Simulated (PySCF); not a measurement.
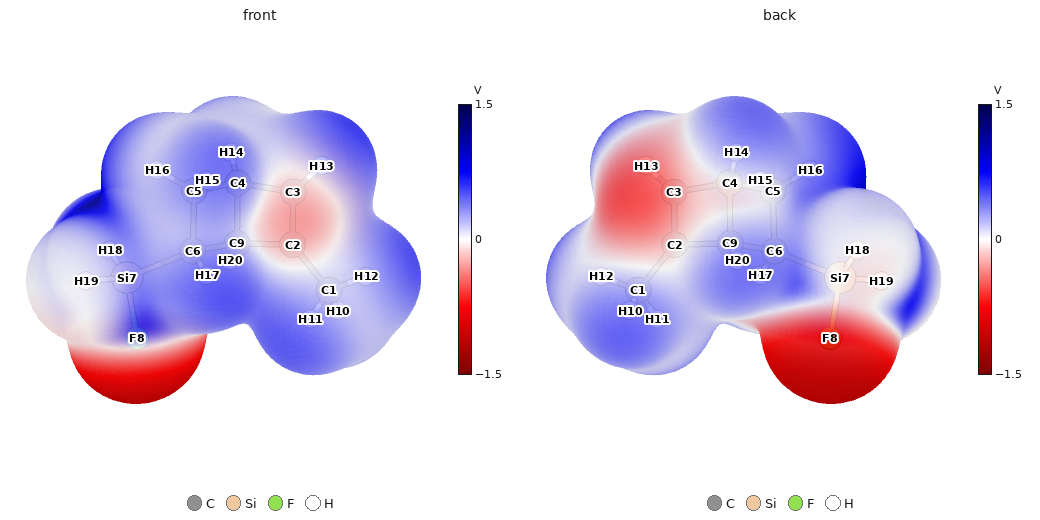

The picture shows: C₇H₁₁FSi. The molecular electrostatic potential painted on the density surface at 0.001 e/bohr³, seen from the front and from behind; red is negative and blue positive.

Geometry: GFN2-xTB.

Method: PySCF 2.14.0, PBE0/pcSseg-1, SCF density, gas phase, non-relativistic.

```json
{"atom": "C", "x (Å)": "-2.3669", "y (Å)": "1.3334", "z (Å)": "0.4249"}
{"atom": "C", "x (Å)": "-1.5500", "y (Å)": "0.1188", "z (Å)": "0.1946"}
{"atom": "C", "x (Å)": "-1.5462", "y (Å)": "-1.1370", "z (Å)": "0.6505"}
{"atom": "C", "x (Å)": "-0.3009", "y (Å)": "-1.5244", "z (Å)": "-0.0953"}
{"atom": "C", "x (Å)": "0.9953", "y (Å)": "-1.2232", "z (Å)": "0.6876"}
{"atom": "C", "x (Å)": "1.0038", "y (Å)": "0.2170", "z (Å)": "0.1413"}
{"atom": "Si", "x (Å)": "2.4847", "y (Å)": "0.6747", "z (Å)": "-0.9415"}
{"atom": "F", "x (Å)": "2.1755", "y (Å)": "2.1175", "z (Å)": "-1.5945"}
{"atom": "C", "x (Å)": "-0.3089", "y (Å)": "-0.0742", "z (Å)": "-0.6378"}
{"atom": "H", "x (Å)": "-2.7623", "y (Å)": "1.7068", "z (Å)": "-0.5196"}
{"atom": "H", "x (Å)": "-1.7528", "y (Å)": "2.1231", "z (Å)": "0.8593"}
{"atom": "H", "x (Å)": "-3.1948", "y (Å)": "1.1183", "z (Å)": "1.0968"}
{"atom": "H", "x (Å)": "-2.1526", "y (Å)": "-1.6819", "z (Å)": "1.3518"}
{"atom": "H", "x (Å)": "-0.3105", "y (Å)": "-2.4081", "z (Å)": "-0.7266"}
{"atom": "H", "x (Å)": "0.8933", "y (Å)": "-1.3092", "z (Å)": "1.7685"}
{"atom": "H", "x (Å)": "1.8418", "y (Å)": "-1.8266", "z (Å)": "0.3652"}
{"atom": "H", "x (Å)": "0.8517", "y (Å)": "0.9660", "z (Å)": "0.9230"}
{"atom": "H", "x (Å)": "2.6297", "y (Å)": "-0.2147", "z (Å)": "-2.0849"}
{"atom": "H", "x (Å)": "3.7082", "y (Å)": "0.8557", "z (Å)": "-0.1730"}
{"atom": "H", "x (Å)": "-0.3433", "y (Å)": "0.1787", "z (Å)": "-1.6935"}
```

Which sites attract a positive test charge, and which a negative one?

A positive charge is drawn to the negative regions and a negative charge to the positive ones. The most negative region (about −1.1 V) lies over F8, the most positive (about +1.0 V) over Si7.

How polar is the molecule by this calculation?

Its dipole moment is 1.75 D.
